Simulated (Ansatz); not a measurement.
```xyz
7

Ti   -0.6666    0.7953    0.0461
Cl    1.5128   -2.3732   -0.7357
F    -1.2105   -0.2901   -1.1618
F    -1.8812    1.1031    1.2144
F    -0.0629    2.2576   -0.6158
H     1.5619   -1.5399    0.2702
H     0.7465    0.0471    0.9825
```

Not at a stationary point (largest force 1.7 eV/Å).

All numbers below come from RKS BHLYP/def2-SVP in Ansatz 0.2.0.

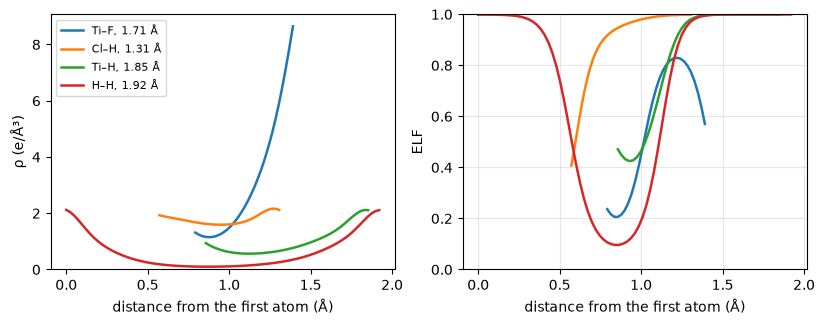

F3HTi···HCl. Total electron density and electron localisation function along straight lines between neighbouring atoms. The curves leave out the atomic cores.

**What can be read from the curves?**

Ti–F (1.71 Å): ρ is about 1.2 e/Å³ halfway; the ELF peaks at about 0.85 in the valence shell of F, 0.5 Å from its nucleus, and drops to about 0.20 between the two atoms.
Cl–H (1.31 Å): the density is about 1.8 e/Å³ at the midpoint; the ELF climbs to about 1 towards the hydrogen, as it does in any bond to H; a covalent bond by its length.
Ti–H (1.85 Å): ρ at the midpoint is about 0.74 e/Å³; the ELF climbs to about 1 towards the hydrogen.
H6···H7 (1.92 Å): the density falls to about 0.1 e/Å³ on the way; the ELF dips to about 0.10 between them.
